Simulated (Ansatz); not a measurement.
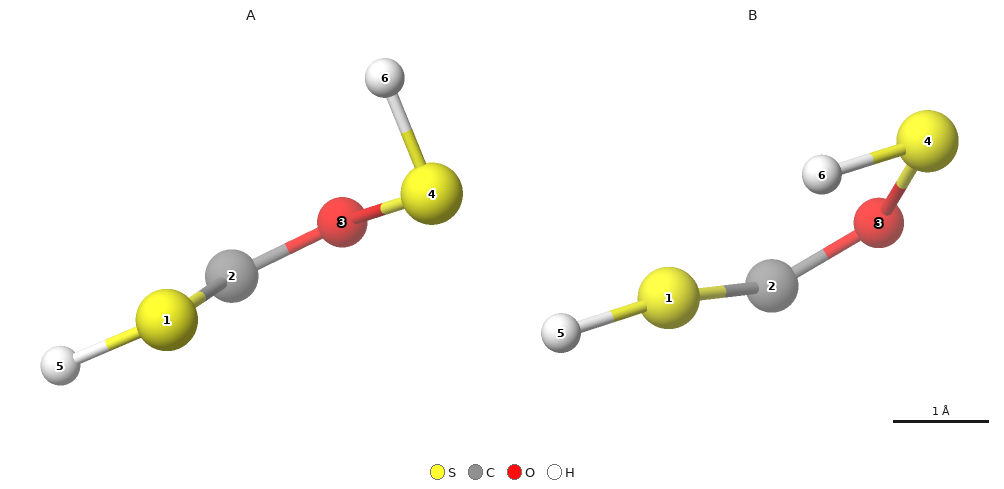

Two geometries of CH2OS2, drawn at one scale. One is the start of a relaxation, the other its converged end. A ball-and-stick model, seen from a free direction.

Computed with Ansatz 0.2.0, UHF/def2-SVP. (collinear spin; force threshold 0.02 eV/Å; at most 50 steps)

Which geometry has the lower energy?

Answer. Structure A is the relaxed one. The run prepares an end point of a later path (hydrogen shift) calculation, from a guessed geometry. After 19 accepted moves (22 points after the start) the energy has fallen by 85.9 kcal/mol. The largest force component goes from 5.7 to 0.013 eV/Å. The line search rejected the trial steps at points 10, 16, 18 of the run. The forces were under the threshold at step 19, but the run went on from there. The largest move after the best rigid fit is that of H6, 1.25 Å. Largest moves by element: H 1.25 Å, S 0.59 Å, C 0.44 Å, O 0.40 Å. Among the contacts that change: S1–C2 1.624 → 1.746 Å, S1–S4 3.189 → 3.091 Å, S1–H5 1.380 → 1.333 Å, S4–H6 1.364 → 1.335 Å. Bond angles that change, for instance: C2–S1–H5 160.3° → 93.9°, S1–C2–O3 127.1° → 115.8°, C2–O3–S4 122.2° → 127.2°. Groups turn about O3–S4 by about 90°. Cost: 69 s on 1 thread of Arm Neoverse V1, on a shared host, peak memory 0.17 GiB.
